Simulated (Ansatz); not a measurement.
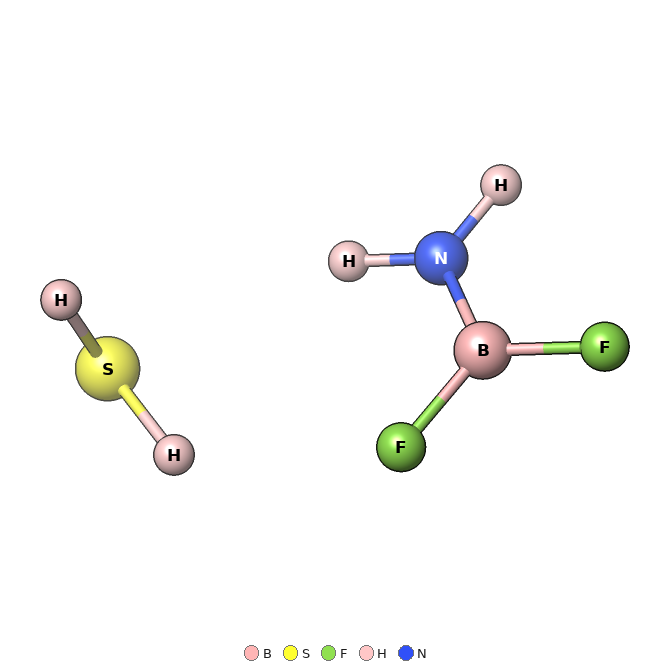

Distant atoms are faded towards the background colour. Computed geometry: PBE0-D4/def2-TZVP optimisation.

Question: List the symmetry elements and name the point group.

Answer: It has no symmetry element but the identity, so the point group is C1. The group has 1 operation. The geometry is chiral, and symmetry allows a dipole moment.
